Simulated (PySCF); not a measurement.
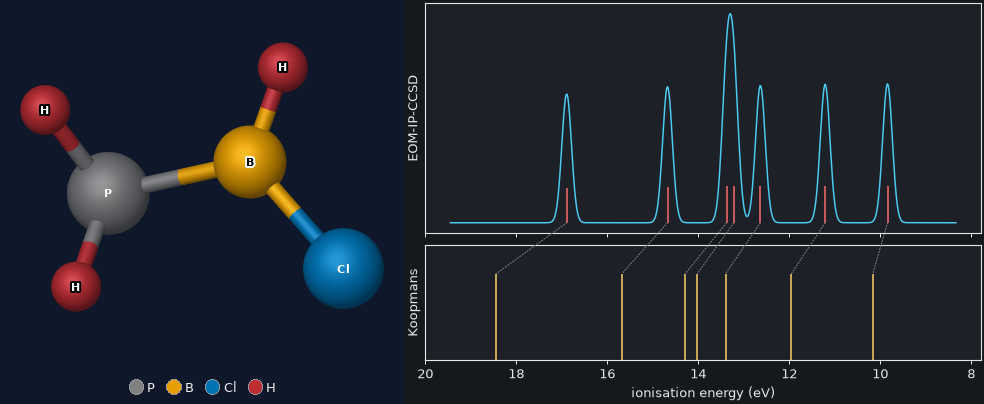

Valence photoelectron lines of BPH₃Cl, SMILES PBCl: vertical EOM-IP-CCSD/aug-cc-pVDZ (frozen core, PySCF, at a PBE0-D3(BJ)/def2-SVP geometry (no frequency check); 7 lines, one for each of the 7 highest orbitals, so a line of a deeper orbital can be missing among them) above, Hartree-Fock orbital energies with the sign turned below, non-relativistic; dotted lines join each line to its leading orbital. Stick heights are one-hole weights (summed over degenerate lines), not cross-sections; Gaussian width 0.25 eV.

Q: Do correlation and relaxation change the order of the lines?

A: Not among these holes, which come in the order of the orbitals, HOMO, HOMO−1, HOMO−2, HOMO−3, HOMO−4, HOMO−5, HOMO−6.

Q: List the lines.

A:
| hole | EOM-IP-CCSD (eV) | Koopmans (eV) | one-hole weight |
| --- | --- | --- | --- |
| HOMO | 9.84 | 10.17 | 0.96 |
| HOMO-1 | 11.21 | 11.96 | 0.95 |
| HOMO-2 | 12.63 | 13.40 | 0.95 |
| HOMO-3 | 13.22 | 14.02 | 0.95 |
| HOMO-4 | 13.38 | 14.29 | 0.95 |
| HOMO-5 | 14.68 | 15.68 | 0.94 |
| HOMO-6 | 16.89 | 18.45 | 0.89 |

Note: small basis, so the lines can lie some tenths of an eV too low.
